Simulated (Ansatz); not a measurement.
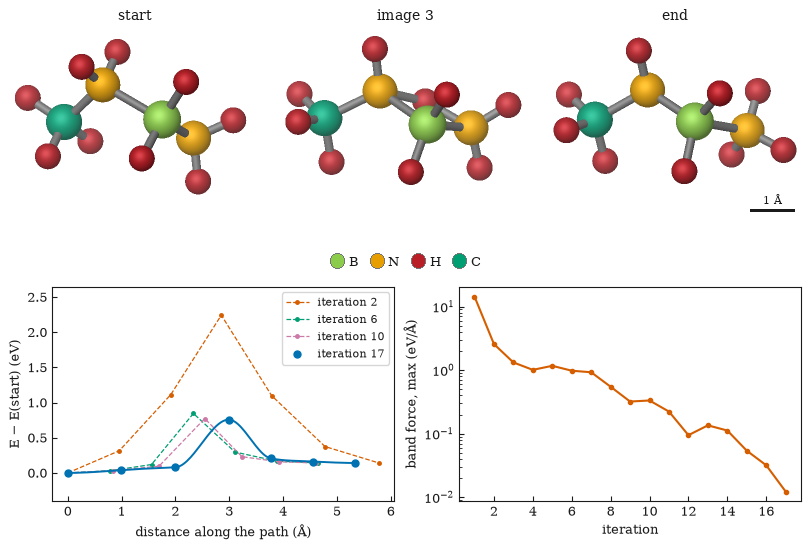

NEB run on CH₉BN₂. Images are numbered from 0 (start) to 6 (end). The plot follows the band through its iterations. A ball-and-stick model, seen from a free direction.

The calculation used RKS PBE0/6-31G* in Ansatz. Settings: 5 movable images; climbing image; force threshold 0.03 eV/Å; iteration limit 60; starting path through a guess of the saddle point.

Q: Judge this run.

A: The result is final at these settings. The band converged in 17 iterations. The largest component of the band force went from 14 to 0.012 eV/Å. The climbing image converged on the top of the path. Its vibrational analysis gives one imaginary mode (1429i cm⁻¹), as a transition state must have. The first iteration put the highest image at 4.32 eV. The energy climbs by 0.76 eV to image 3 and then falls by 0.62 eV, so the end point sits at +0.14 eV.

Cost: 4.7 min on 1 thread of Arm Neoverse V2, on a shared host, peak memory 0.15 GiB.
